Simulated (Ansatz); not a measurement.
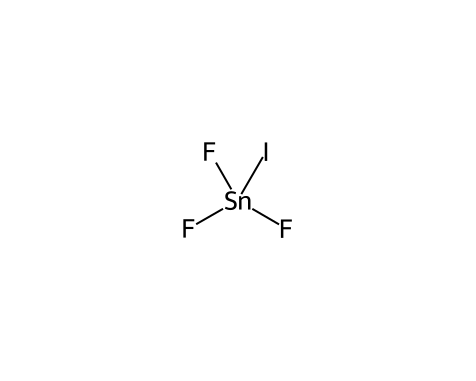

A structural formula.

**Transcribe the drawing into SMILES.**

[F][Sn]([F])([F])[I]

**What is the molecular formula?**

SnIF3.

**An optimisation with PBE0-D4/def2-TZVP gave a structure of which point group?**

C3v.

The parts below concern this one geometry. Atoms keep their numbers from picture to picture. The computed structure is the end point of a PBE0-D4/def2-TZVP optimisation.

## Levels of theory compared

Program: Ansatz 0.2.0.

At this fixed geometry, give HOMO energy (eV), dipole (D) at these levels: B3LYP-D4/def2-TZVPP; PBE-D4/def2-TZVPP; r2SCAN-D4/def2-TZVPP; ωB97M-V/def2-TZVPP.

| level | HOMO energy (eV) | dipole (D) |
| --- | --- | --- |
| B3LYP-D4/def2-TZVPP | −8.84 | 3.30 |
| PBE-D4/def2-TZVPP | −7.86 | 3.07 |
| r2SCAN-D4/def2-TZVPP | −8.21 | 3.11 |
| ωB97M-V/def2-TZVPP | −11.25 | 3.22 |

## Charges

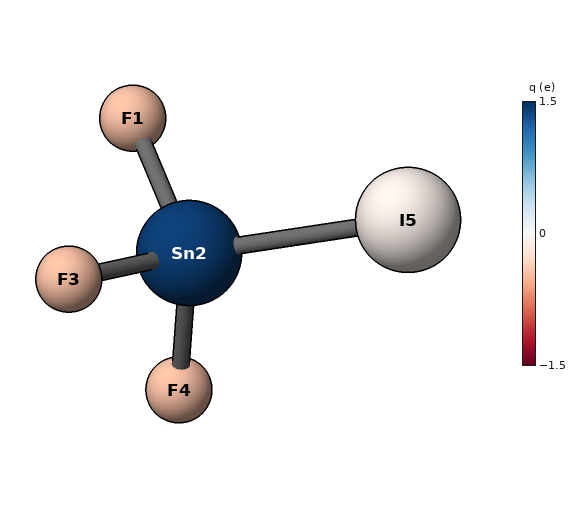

Atoms are coloured by their Mulliken charges. Method: RKS ωB97M-V/def2-TZVPP, core potentials on I, Sn (Ansatz 0.2.0).

Give the Mulliken charges atom by atom.

| atom | value (e) |
| --- | --- |
| F1 | −0.44 |
| Sn2 | 1.40 |
| F3 | −0.44 |
| F4 | −0.44 |
| I5 | −0.09 |

## Thermal motion

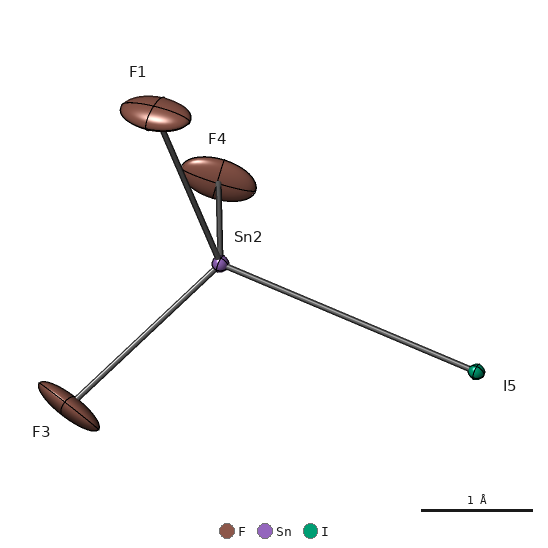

Displacement ellipsoids at the 50 % level, enlarged 1.5 times, from the internal vibrations of the free molecule (harmonic, no overall translation or rotation; no half-axis is drawn under 0.075 Å). Vibrations computed with RKS PBE0-D4/def2-TZVP, core potentials on I, Sn (Ansatz 0.2.0). Temperature: 298 K.

**Which atom has the largest mean-square displacement?**

F1, F3, F4, with U_eq = 0.0107 Å².

Give the displacement parameters, one line for each set of equivalent atoms.

```tsv
atom	U_eq (Å²)	rms amplitudes (Å)
F1, F3, F4	0.0106	0.043, 0.084, 0.151
Sn2	0.0010	0.025, 0.035, 0.035
I5	0.00061	0.022, 0.022, 0.029
```

Mulliken values depend strongly on the basis set and can even reverse the polarity of a bond.
